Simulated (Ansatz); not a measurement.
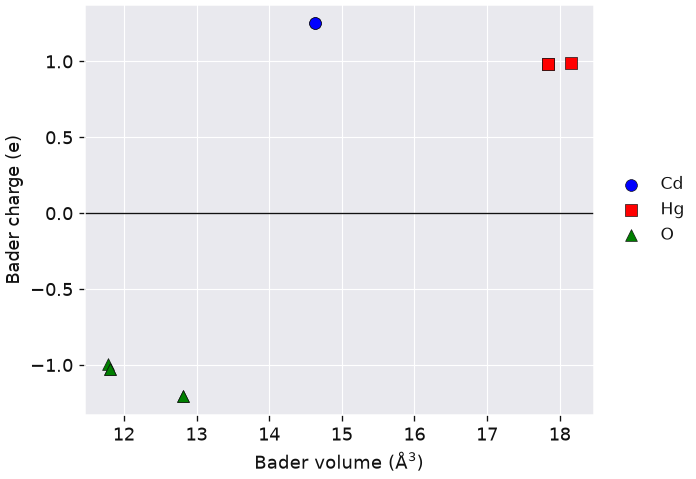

Bader charges of the atoms (positive: electrons lost), against the volumes of their basins.

System: Cd₂Hg₃O₅, space group I4/mmm, 10 atoms in the cell; a = 12.71 Å, b = 12.71 Å, c = 12.71 Å, α = 164.63°, β = 164.63°, γ = 21.81°.

Computed with Ansatz: DFT r2SCAN, scalar-relativistic, plane waves, PAW, no spin polarisation, 16×16×16 k mesh, 500 eV cutoff, Gaussian smearing of 0.1 eV.

Question: Which way does charge flow, and how much?

Answer: The Bader charges are Cd +1.25 e, Hg +0.99 e and O from −1.21 to −0.99 e. Summed over the cell, Hg gives up most (3.0 e) and O takes most (5.5 e).

Question: Are all O atoms alike?

Answer: The charges of the O atoms differ by up to 0.22 e, so they sit on unlike sites.

Question: Which atoms take the most room?

Answer: Hg has the largest basins, 17.9 Å³ on average, and O the smallest, 12.2 Å³.

The structure is an invented one, so it need not be a known or stable phase. Spin-orbit coupling is left out, which matters for Hg.
